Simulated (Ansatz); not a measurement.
KTaO3 under a change: x(S) = 0.333, 10 atoms, Pmma

The parent structure is KTaO$_{3}$ in the cubic perovskite structure (space group Pm-3m, No. 221; a = 3.990 Å).

The other end (x = 1) is KTaS$_{3}$ in the cubic perovskite structure (space group Pm-3m, No. 221; a hypothetical phase, not in the database extracts checked): 22.69 Å³/atom, gap zero; this end may not be an ambient phase.

Now apply this change: a fraction x = 0.333 of the O sites is given to S, ordered in a cell of 10 atoms (starting symmetry Pmma) and fully relaxed.

Calculations: DFT with r2SCAN, PAW potentials and a 500 eV plane-wave cutoff in Ansatz (an electronic-structure program), no SOC. k-mesh 8×12×8 (Γ-centred); smearing 0.05 eV (Fermi–Dirac), for the changed cell.

```json
[
 {"quantity": "volume per atom", "base": "12.71 Å³", "changed": "15.68 Å³", "shift": "+2.97 Å³"},
 {"quantity": "density", "base": "7.01 g/cm³", "changed": "6.02 g/cm³", "shift": "-0.99 g/cm³"},
 {"quantity": "shortest interatomic distance", "base": "1.995 Å", "changed": "1.980 Å", "shift": "-0.015 Å"},
 {"quantity": "band gap", "base": "2.63 eV", "changed": "zero", "shift": "–"},
 {"quantity": "mixing energy (to 0.01 eV only: unlike meshes or grids) (against an end that may be hypothetical)", "base": "–", "changed": "+0.08 eV/atom", "shift": "–"},
 {"quantity": "deviation of the volume from the linear (Vegard-type) interpolation", "base": "–", "changed": "-2.2 %", "shift": "–"}
]
```

Final structure:

```
CELL_PARAMETERS angstrom
      6.17745     0.00000     0.00000
      0.00000     3.95808     0.00000
      0.00000     0.00000     6.41106
ATOMIC_POSITIONS crystal
  K  0.75000 0.00000 0.73530
  K  0.25000 0.00000 0.26470
  Ta 0.75000 0.50000 0.30089
  Ta 0.25000 0.50000 0.69911
  O  0.75000 0.00000 0.31102
  O  0.25000 0.00000 0.68898
  O  0.00000 0.50000 0.50000
  S  0.50000 0.50000 0.00000
  O  0.50000 0.50000 0.50000
  S  0.00000 0.50000 0.00000
```

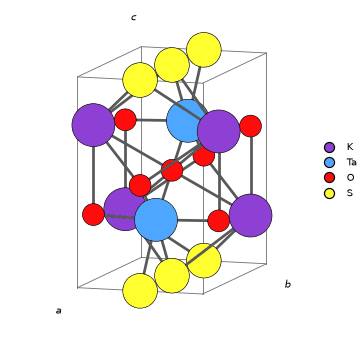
Figure: The relaxed conventional cell after the change

Each cell is one ordered arrangement of few atoms, which overstates ordering effects compared with a random alloy. Spin-orbit coupling, missing from the scalar runs, can matter with Ta. Stability against distortions was not tested. No Hubbard U is applied, and correlation can decide whether such a compound is a metal. All final runs are without spin polarisation. Gaps under 0.05 eV, about the width of the smearing, are given as zero. The zero or small gap of KTaSO2 can change with the level of theory.
